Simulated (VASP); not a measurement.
Band structure of AgRh3 (ordered alloy cell). Level of theory: PBEsol GGA, VASP's PBE PAW potentials (set 64) (plane waves; VASP).

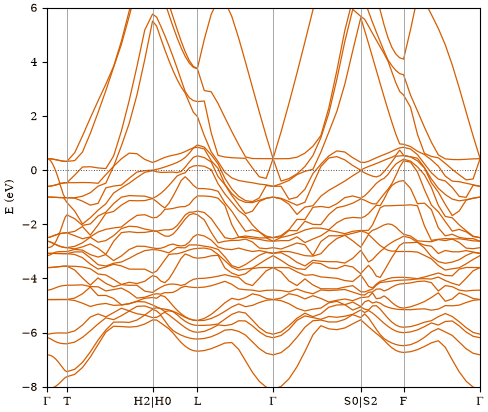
*Bands along high-symmetry lines, zero at the valence-band maximum or, without a gap, the Fermi level*

Question: Read the plot: is there a gap, and where are the band edges?

Answer: It has no gap at this level: it comes out as a metal or semimetal. (Edges off the drawn lines would not show.)

The structure was generated: AgRh3 was put into an ordered model structure (R-3m), which need not be its known phase. It was relaxed first.
